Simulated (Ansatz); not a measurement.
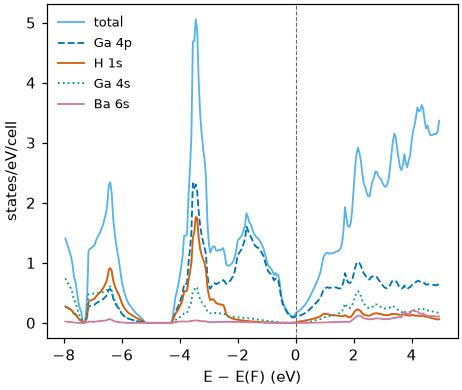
Fig. 1. Total and projected density of states of BaGa2H2 in space group P-3m1 (No. 164; Ba on 1a, Ga on 2d, H on 2d), the program Ansatz at the r²SCAN level (PAW)

Problem. Which orbitals carry the states next to the Fermi level?

Solution. Within 0.5 eV of the Fermi level: Ga 4p 69 %, H 1s 7 %, outside the projected shells 20 %. Projections are on Löwdin-orthogonalised atomic valence shells; empty p or d shells of many metals are not among them.

Problem. Where is the tallest occupied peak in this window, and what makes it?

Solution. Near -3.4 eV, about 5.1 states/eV per cell; the largest projected share is Ga 4p.

The first step of the workflow began from a Materials Project structure, measured or hypothetical; the Crystallography Open Database files this formula in space group No. 164, but the cells were not matched. Its standing as an ambient phase is unchecked. The r²SCAN relaxation kept the symmetry of its start; whether a distortion lowers the energy is not shown. Scalar-relativistic: spin–orbit coupling is off unless named, which matters more the heavier the elements.

Potentials: the later of the program's two PAW sets.
